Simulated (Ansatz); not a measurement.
System: Cs₂B.

How it was computed, with Ansatz 0.2.0: a formula put on the sites of a structure type, uncorrected energy per atom over the elements' standard states (H N O F Cl as gases), plane-wave PAW DFT, cell and atoms relaxed at 0 K and 0 GPa, spin start parallel or as listed, metals to 4 meV/atom. Level: PBE, no spin polarisation.

```tsv
setting	value
wave cutoff	420 eV
```

The names give the starting types; a cell can relax into another structure.

Describe the result: the formation energy of each starting structure type. The cases: 2H molybdenite type; cubic Laves (C15); fluorite type.

The lowest is fluorite type, at 1.312 eV/atom; the next, 2H molybdenite type, is 0.037 eV/atom higher. In rising order: fluorite type (1.312), 2H molybdenite type (1.349), cubic Laves (C15) (1.867), in eV/atom. The volume per atom, in Å³, is 58.08 for 2H molybdenite type, 48.53 for cubic Laves (C15) and 47.76 for fluorite type. The final space group number is 194 for 2H molybdenite type, 227 for cubic Laves (C15) and 225 for fluorite type.

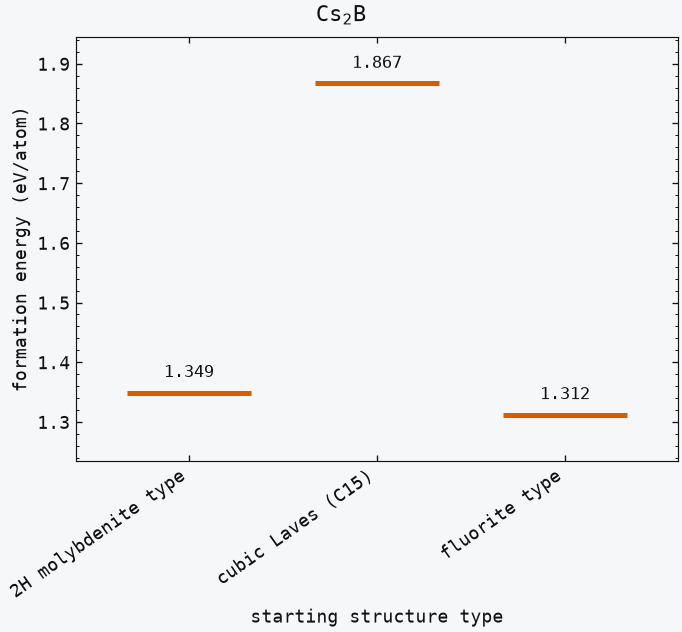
